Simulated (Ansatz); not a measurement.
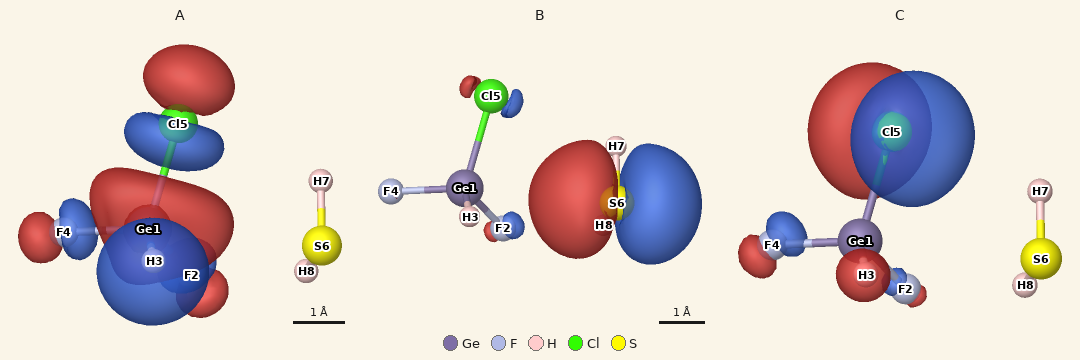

Figure 1: ClF₂GeH···H₂S. Three frontier orbitals at ±0.1 Å⁻³ᐟ² (red and blue are the two phases), in no order.

Theory: Ansatz, RKS BLYP-D4/def2-SVP.

Input file:

```
crystal:
  periodic: [false, false, false]
  atoms:
    - { symbol: Ge, position_ang: [-0.089862, 0.116814, -0.128867] }
    - { symbol: F, position_ang: [-0.246318, 0.079063, 1.582278] }
    - { symbol: H, position_ang: [1.360036, 0.121868, -0.612397] }
    - { symbol: F, position_ang: [-0.800504, 1.661121, -0.546202] }
    - { symbol: Cl, position_ang: [-1.435662, -1.365848, -0.955148] }
    - { symbol: S, position_ang: [1.399363, -2.662198, 1.277687] }
    - { symbol: H, position_ang: [0.267587, -3.193631, 0.739324] }
    - { symbol: H, position_ang: [0.657261, -1.785189, 2.050724] }
basis:
  gaussian: { orbitals: def2-SVP }
hamiltonian:
  xc: blyp
  dispersion: d4
relax:
  f_tol: 0.03
  max_steps: 50
output:
  orbitals: {}
```

Command:

```sh
ansatz run input.yaml --threads 4 --pin off --max-ram 5120MiB --backend cpu --events-out ev --progress --plain --runs-dir out
```

The fields are those of the run's last geometry, not of the input's.

**Which picture is the HOMO−1, the HOMO and the LUMO?**

C is the HOMO−1 (−7.95 eV). Its weight (Hirshfeld) is mainly on Cl5 (about 85 %); largely a lone pair of Cl5. B is the HOMO (−6.13 eV). Its weight (Hirshfeld) is mainly on S6 (about 85 %); largely a lone pair of S6. A is the LUMO (−1.96 eV). It lies mainly on Ge1 (about 35 %), Cl5 (about 25 %), H3 (about 20 %), F2 (about 10 %) and F4 (about 10 %).

**What is the HOMO–LUMO gap?**

4.17 eV between the orbital energies.
